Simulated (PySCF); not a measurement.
**[Ce(PH3)]3+: other functionals and bases at one geometry**

Aim: see how levels, charges and forces of [Ce(PH3)]3+ depend on the level of theory. The species was built from a template and needn't be a known compound.

Method: several levels, as the steps say, no spin–orbit coupling; program: PySCF 2.14.0.

1 further run of the same task is left out (for a known fault of the program).

**1. The starting structure**

5 atoms, charge 3, spin multiplicity 1.

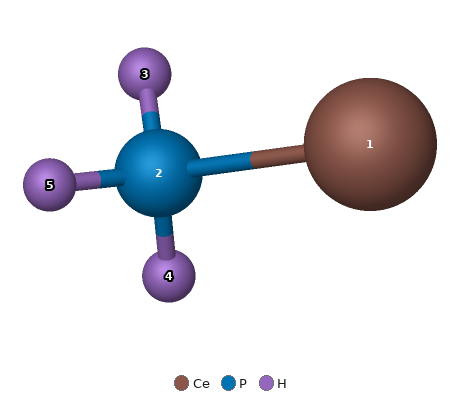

The geometry (cerium brown, phosphorus blue, hydrogen purple); atoms are numbered from 1 in the order of the file.

Coordinates:

```xyz
5
CeH3P
Ce    0.0000    0.0000   -0.5159
P     0.0000    0.0000    2.5244
H     1.3212    0.0000    3.0621
H    -0.6606    1.1442    3.0621
H    -0.6606   -1.1442    3.0621
```

Formal oxidation states: Ce +3. Each metal's 1 4f electrons lie in its core potential, so multiplicities, spins and levels count the valence alone. An earlier session relaxed this geometry at PBE0, Ce lcecp-1-SVP with ECP47, P def2-SVP, H def2-SVP (singlet, point group C3v).

At PBE0 on the finer grid: E = -373.856445 Eh, HOMO -23.53 eV, LUMO -19.07 eV, Mulliken charge on Ce1 +2.36 e, largest force component 0.011 eV/Å. 

Levels to run: B3LYP; M06-L; PBE0, TZVP. Hardware: 2 threads of Arm Neoverse V2, shared host.

**2. B3LYP**

Input file run.py (the lines that set the calculation):

```python
mol = gto.M(atom='''
Ce     0.00000     0.00000    -0.51586
P      0.00000     0.00000     2.52444
H      1.32121    -0.00001     3.06207
H     -0.66060     1.14420     3.06207
H     -0.66061    -1.14420     3.06207''',
    basis={'Ce': 'lcecp-1-SVP', 'P': 'def2-SVP', 'H': 'def2-SVP'},
    ecp={'Ce': 'lcecp-1-SVP'},
    charge=3, spin=0)
mf = dft.RKS(mol, xc='B3LYP')
mf.grids.atom_grid = (75, 302)  # f atoms: unpruned, at least (60, 302)
mf = mf.density_fit()  # fitting sets: Ce AutoAux, P def2-universal-JKFIT, H def2-universal-JKFIT
mf.conv_tol = 1e-08; mf.max_cycle = 55
mf.kernel(dm0)  # dm0: the density of the relaxed state
```

Started as:

```
> OMP_NUM_THREADS=2 python run.py
```

Output:

```text
init E= -374.022143801351
  HOMO = -0.855023737024304  LUMO = -0.712962623477745  gap/eV = 3.86568
cycle= 1 E= -374.022555720197  delta_E= -0.000412  |g|= 0.00805  |ddm|= 0.113
  HOMO = -0.857574664354118  LUMO = -0.713170682742854  gap/eV = 3.92943
cycle= 2 E= -374.022555723369  delta_E= -3.17e-09  |g|= 0.00754  |ddm|= 0.023
  HOMO = -0.856230644151346  LUMO = -0.713405944721892  gap/eV = 3.88646
cycle= 3 E= -374.022575649402  delta_E= -1.99e-05  |g|= 0.000999  |ddm|= 0.0133
  HOMO = -0.856344085573721  LUMO = -0.713173255341399  gap/eV = 3.89588
cycle= 4 E= -374.022576181628  delta_E= -5.32e-07  |g|= 0.000208  |ddm|= 0.00267
  HOMO = -0.856365072467383  LUMO = -0.713223992506795  gap/eV = 3.89507
cycle= 5 E= -374.022576203107  delta_E= -2.15e-08  |g|= 2.81e-05  |ddm|= 0.0004
  HOMO = -0.856365436238384  LUMO = -0.713227633339786  gap/eV = 3.89498
cycle= 6 E= -374.022576203389  delta_E= -2.82e-10  |g|= 2.48e-06  |ddm|= 4.38e-05
  HOMO = -0.856364838496539  LUMO = -0.713226963940244  gap/eV = 3.89498
Extra cycle  E= -374.022576203391  delta_E= -1.71e-12  |g|= 1.19e-06  |ddm|= 7.1e-06
converged SCF energy = -374.022576203391
```

Wall time 1.7 s (2 threads of Arm Neoverse V2, shared host).

Read off: E = -374.022576 Eh, HOMO -23.30 eV, LUMO -19.41 eV, Mulliken charge on Ce1 +2.33 e, largest force component 0.159 eV/Å. 

**3. M06-L**

Changes to run.py (the lines that set the calculation) since step 2:

```diff
@@ -9,3 +9,3 @@
     charge=3, spin=0)
-mf = dft.RKS(mol, xc='B3LYP')
+mf = dft.RKS(mol, xc='M06L')
 mf.grids.atom_grid = (75, 302)  # f atoms: unpruned, at least (60, 302)
```

Started as:

```
> OMP_NUM_THREADS=2 python run.py
```

Output:

```text
init E= -374.003491414239
  HOMO = -0.834123475180707  LUMO = -0.716367422426079  gap/eV = 3.20431
cycle= 1 E= -374.007385020045  delta_E= -0.00389  |g|= 0.0355  |ddm|= 0.243
  HOMO = -0.836440777380027  LUMO = -0.71720201670971  gap/eV = 3.24465
cycle= 2 E= -374.007477378908  delta_E= -9.24e-05  |g|= 0.0306  |ddm|= 0.0772
  HOMO = -0.83191383427765  LUMO = -0.71581473852462  gap/eV = 3.15922
cycle= 3 E= -374.007772632229  delta_E= -0.000295  |g|= 0.00573  |ddm|= 0.0449
  HOMO = -0.832960300443528  LUMO = -0.714995021915878  gap/eV = 3.21000
cycle= 4 E= -374.007785630524  delta_E= -1.3e-05  |g|= 0.00204  |ddm|= 0.016
  HOMO = -0.832869987894462  LUMO = -0.715441263441385  gap/eV = 3.19540
cycle= 5 E= -374.007788292843  delta_E= -2.66e-06  |g|= 0.00038  |ddm|= 0.00547
  HOMO = -0.832877528815708  LUMO = -0.715412871431523  gap/eV = 3.19638
cycle= 6 E= -374.007788358163  delta_E= -6.53e-08  |g|= 7.65e-05  |ddm|= 0.000611
  HOMO = -0.832881855194167  LUMO = -0.715398602318024  gap/eV = 3.19688
cycle= 7 E= -374.007788360406  delta_E= -2.24e-09  |g|= 1.47e-05  |ddm|= 0.00016
  HOMO = -0.832882338518772  LUMO = -0.715395197733352  gap/eV = 3.19699
Extra cycle  E= -374.007788360418  delta_E= -1.18e-11  |g|= 1.25e-05  |ddm|= 4.51e-05
converged SCF energy = -374.007788360418
```

Run time: 2.8 s. Hardware: 2 threads of Arm Neoverse V2, shared host.

Read off: E = -374.007788 Eh, HOMO -22.66 eV, LUMO -19.47 eV, Mulliken charge on Ce1 +2.42 e, largest force component 0.172 eV/Å. 

**4. PBE0, TZVP**

Basis: Ce lcecp-1-TZVP with ECP47, P def2-TZVP, H def2-TZVP. 

Input file run.py (the lines that set the calculation):

```python
mol = gto.M(atom='''
Ce     0.00000     0.00000    -0.51586
P      0.00000     0.00000     2.52444
H      1.32121    -0.00001     3.06207
H     -0.66060     1.14420     3.06207
H     -0.66061    -1.14420     3.06207''',
    basis={'Ce': 'lcecp-1-TZVP', 'P': 'def2-TZVP', 'H': 'def2-TZVP'},
    ecp={'Ce': 'lcecp-1-TZVP'},
    charge=3, spin=0)
mf = dft.RKS(mol, xc='PBE0')
mf.grids.atom_grid = (75, 302)  # f atoms: unpruned, at least (60, 302)
mf = mf.density_fit()  # fitting sets: Ce AutoAux, P def2-universal-JKFIT, H def2-universal-JKFIT
mf.conv_tol = 1e-08; mf.max_cycle = 55
mf.kernel(dm0)  # dm0: free metal ions and neutral atoms
```

Started as:

```
> OMP_NUM_THREADS=2 python run.py
```

Output:

```text
init E= -350.186654090399
  HOMO = -1.43598736604286  LUMO = -0.999534249587479  gap/eV = 11.87649
cycle= 1 E= -371.712425302436  delta_E= -21.5  |g|= 4.45  |ddm|= 3.26
cycle= 2 E= -361.269796932163  delta_E= 10.4  |g|= 4.57  |ddm|= 4.84
  HOMO = -0.945709633346522  LUMO = -0.860039707280522  gap/eV = 2.33120
cycle= 3 E= -355.225985013235  delta_E= 6.04  |g|= 3.68  |ddm|= 7.53
  HOMO = -0.847817848323504  LUMO = -0.752039115730957  gap/eV = 2.60627
cycle= 4 E= -373.888630679181  delta_E= -18.7  |g|= 0.589  |ddm|=  6.8
  HOMO = -0.82933276555606  LUMO = -0.722144050449379  gap/eV = 2.91675
cycle= 5 E= -373.949290849585  delta_E= -0.0607  |g|= 0.275  |ddm|= 0.885
  HOMO = -0.868719488489269  LUMO = -0.696265658882453  gap/eV = 4.69271
cycle= 6 E= -373.977601900856  delta_E= -0.0283  |g|= 0.0633  |ddm|= 0.413
  HOMO = -0.858763893426911  LUMO = -0.694657604124332  gap/eV = 4.46556
cycle= 7 E= -373.978818176221  delta_E= -0.00122  |g|= 0.0105  |ddm|= 0.0732
  HOMO = -0.860754498536828  LUMO = -0.697561188394721  gap/eV = 4.44072
cycle= 8 E= -373.978856041056  delta_E= -3.79e-05  |g|= 0.00338  |ddm|= 0.0164
  HOMO = -0.860241898949468  LUMO = -0.698083781336345  gap/eV = 4.41255
cycle= 9 E= -373.978860478832  delta_E= -4.44e-06  |g|= 0.000554  |ddm|= 0.0069
  HOMO = -0.860273293552716  LUMO = -0.698139415967148  gap/eV = 4.41189
cycle= 10 E= -373.978860642086  delta_E= -1.63e-07  |g|= 7.72e-05  |ddm|= 0.00165
  HOMO = -0.8602818180646  LUMO = -0.698163647004227  gap/eV = 4.41146
cycle= 11 E= -373.97886064938  delta_E= -7.29e-09  |g|= 1.41e-05  |ddm|= 0.000513
  HOMO = -0.860280636969733  LUMO = -0.698158352210662  gap/eV = 4.41157
Extra cycle  E= -373.978860649547  delta_E= -1.66e-10  |g|= 7.31e-06  |ddm|= 4.3e-05
converged SCF energy = -373.978860649547
```

It took 4.7 s on 2 threads of Arm Neoverse V2, shared host.

It gives: E = -373.978861 Eh, HOMO -23.41 eV, LUMO -19.00 eV, Mulliken charge on Ce1 +2.40 e, largest force component 0.178 eV/Å. 

**5. All levels side by side**

| level | state | HOMO (eV) | gap (eV) | charge on Ce1 (e) | dipole (D) | largest force (eV/Å) | basis functions | time |
| --- | --- | --- | --- | --- | --- | --- | --- | --- |
| PBE0 (relaxed here) | singlet | -23.53 | 4.46 | 2.36 | 1.50 | 0.01 | 66 | 3.9 s |
| B3LYP | singlet | -23.30 | 3.89 | 2.33 | 1.56 | 0.16 | 66 | 1.7 s |
| M06-L | singlet | -22.66 | 3.20 | 2.42 | 1.20 | 0.17 | 66 | 2.8 s |
| PBE0, TZVP | singlet | -23.41 | 4.41 | 2.40 | 1.65 | 0.18 | 102 | 4.7 s |

Times are on 2 threads of Arm Neoverse V2, shared host; the first row also made further properties. The dipole of a charged species depends on the origin, so these sizes hold for this origin alone.

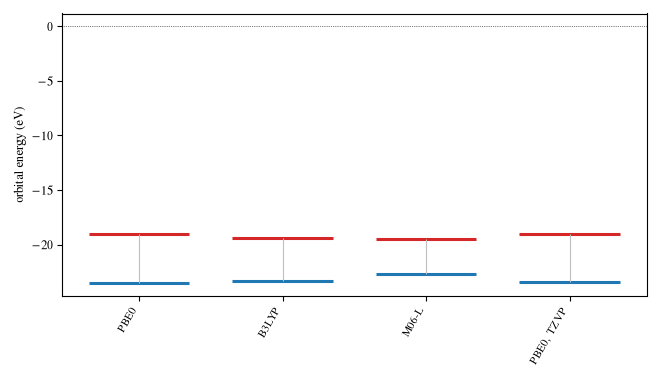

Highest filled and lowest empty level, method by method.

In one basis the HOMO–LUMO gap runs from 3.20 eV (M06-L) to 4.46 eV (PBE0). The largest leftover force, 0.18 eV/Å with PBE0, TZVP, stands at a geometry relaxed at another level. The Mulliken charge on Ce spans +2.33 to +2.42 e over the levels. With 4f in the core, its levels are missing from HOMO and gap. Total energies of different levels can't be compared. Spin–orbit coupling is left out throughout.
